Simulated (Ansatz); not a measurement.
A computed series for hypothetical diamond Ru: pressure series

Base system: Ru in the diamond structure (space group Fd-3m, No. 227; a = 5.4546 Å; a hypothetical phase, not in the database extracts checked).

Cell and atoms are relaxed at each pressure.

The values are results of Ansatz (a program for electronic structure), PBE, PAW, cutoff 420 eV, spin-orbit coupling left out, not measurements.

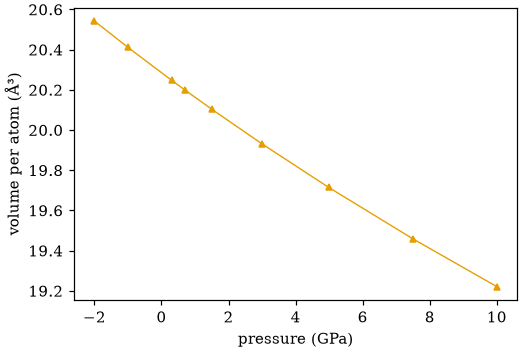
*Volume against pressure*

Problem. Estimate the zero-pressure bulk modulus from the plot.

Solution. About 160 GPa; a third-order Birch–Murnaghan fit to the points gives V₀ = 20.28 Å³/atom, B₀ = 163 GPa and B₀′ = 4.7.

Load acts through the strain it causes; cell and atoms are relaxed under it. No phonon test of stability was made. No other phases were tried under pressure. The final runs are not spin-polarised.
